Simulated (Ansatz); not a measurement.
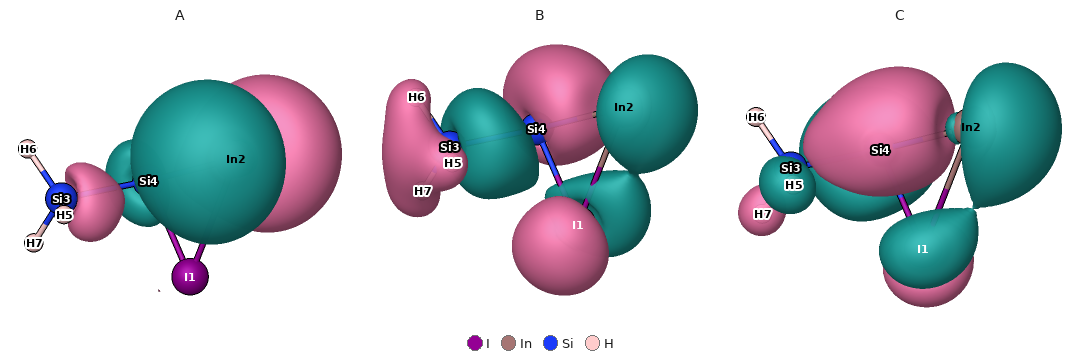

The picture shows: H3IInSi2 (doublet). Three frontier orbitals at ±0.06 Å⁻³ᐟ² (teal and pink are the two phases), in no order.

Geometry: B3LYP-D3(BJ)/def2-SVP; core potentials replace the inner electrons of I and In.

Level of theory: isolated molecule in a Gaussian basis; Kohn-Sham density functional theory, functional PBE0 in Ansatz 0.2.0.

Input file:

```
crystal:
  periodic: [false, false, false]
  atoms:
    - {symbol: I, position_ang: [2.315323, -0.042079, -0.809808]}
    - {symbol: In, position_ang: [1.789168, 3.005220, 0.502271]}
    - {symbol: Si, position_ang: [-1.321134, -0.250514, 0.068989]}
    - {symbol: Si, position_ang: [0.069561, 1.346513, -1.021813]}
    - {symbol: H, position_ang: [-0.846378, -0.555240, 1.455251]}
    - {symbol: H, position_ang: [-2.711589, 0.297318, 0.169124]}
    - {symbol: H, position_ang: [-1.379497, -1.534727, -0.693332]}
basis:
  gaussian:
    orbitals: def2-TZVPD
output: {forces: true, orbitals: {seedname: orbitals}}
hamiltonian:
  xc: pbe0
magnetization:
  spin_polarized: true
  initial_magnetization: 1
```

Command:

```sh
ansatz run input.yaml --threads 2 --pin off --max-ram 4350MiB --events-out events.jsonl --progress --plain --runs-dir runs
```

Question: Order the three orbitals by energy and name them. All are α orbitals.

Answer: B is the HOMO−1 (α) (−6.42 eV). Its weight (Hirshfeld) is mainly on Si4 (about 40 %), I1 (about 20 %), Si3 (about 20 %) and In2 (about 15 %). C is the HOMO (α) (−5.54 eV). It lies mainly on Si4 (about 50 %), In2 (about 25 %) and I1 (about 10 %). A is the LUMO (α) (−2.27 eV). It lies mainly on In2 (about 80 %) and Si4 (about 10 %).

Question: What is the gap between the highest occupied and lowest empty α orbitals?

Answer: 3.27 eV between the orbital energies.
